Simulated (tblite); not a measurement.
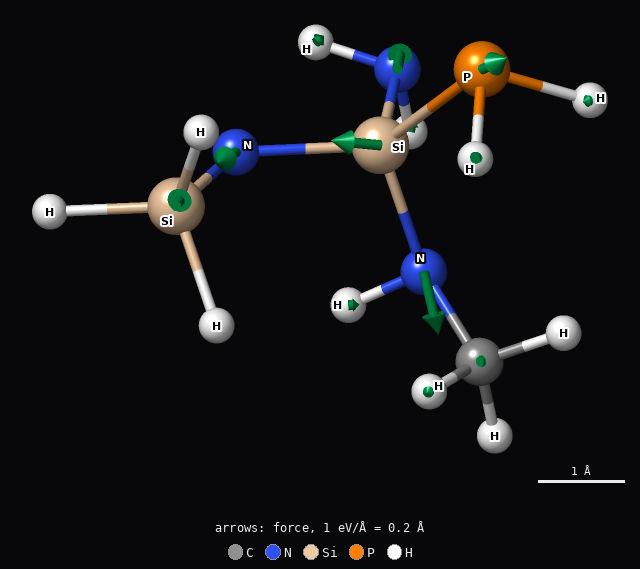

Starting geometry of CH$_{11}$N$_{3}$PSi$_{2}$ (charge −1) with the computed forces as green arrows. Style: ball-and-stick. Shown from a free direction.

Level of theory: tblite, GFN2-xTB geometry optimisation, gas phase. 

Question: What follows when this structure is relaxed?

Answer: It isn't relaxed: the largest force vector, on an N atom, is 3.86 eV/Å. The final displacements have little in common with the starting forces (cosine between the two patterns 0.17). Over 272 geometry steps the energy falls by 33.2 kcal/mol. The atom that moves furthest after the best rigid fit is an H atom (2.33 Å). By element the largest moves are H 2.33 Å, P 0.71 Å, N 0.44 Å, Si 0.35 Å, C 0.20 Å. Some distances before and after: P–Si 2.141 → 2.291 Å, N–Si 1.674 → 1.760 Å, N–Si 1.741 → 1.676 Å, H–P 1.404 → 1.377 Å. Bond angles that change, for instance: Si–N–Si 115.1° → 135.0°, N–Si–P 117.1° → 100.6°, N–Si–N 98.5° → 113.5°. Groups turn about P–Si by about 135°. Cost: 4.9 s on 1 thread of Intel(R) Xeon(R) Processor (shared host).
